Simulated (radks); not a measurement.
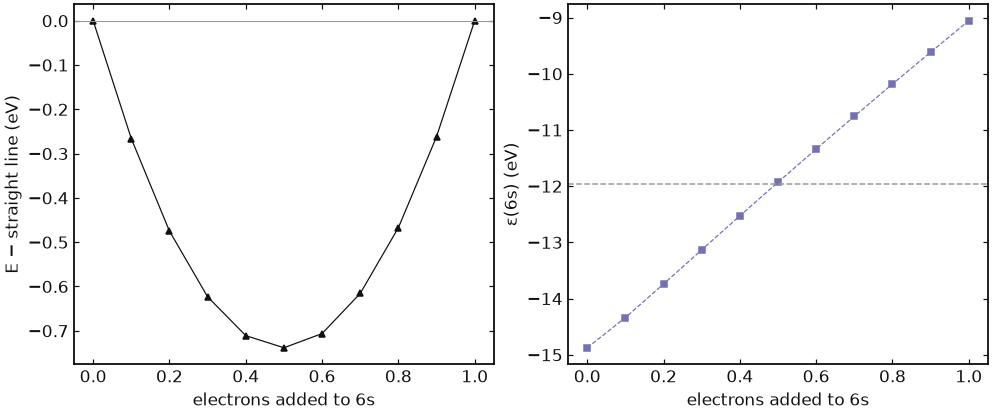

The occupation of the 6s shell is varied from Er²⁺ ([Xe] 4f12 (open shells shared over both j by 2j + 1)) to Er⁺ ([Xe] 4f12 6s1 (open shells shared over both j by 2j + 1)), with spherical fractional occupations. The plot shows the total energy less the straight line between the end points, and the eigenvalue of 6s (the dashed line is minus the energy to take the whole electron out). The values are computed.

### Was this Hartree-Fock or a semilocal functional, and how does the plot tell?

It was a semilocal functional (LDA, GGA or meta-GGA): Dirac Kohn-Sham, PBE, spin-unpolarised, spherical densities, finite nucleus, computed with the in-house radial solver radks. The curve is convex (below the straight line), with the largest deviation among the points computed, −0.74 eV, at 0.5. The end points differ by 12.0 eV, the energy to take the electron out. The eigenvalue, which is the slope of the energy (Janak's theorem), moves from −14.9 eV at 0 to −9.06 eV at 1; for a straight line it would stay constant, and a parabola would sag by an eighth of this change, scaled to a whole electron, 0.73 eV. Convexity is the delocalisation error: fractional charges are too low in energy. For an s shell Hartree-Fock would as a rule bend the other way.
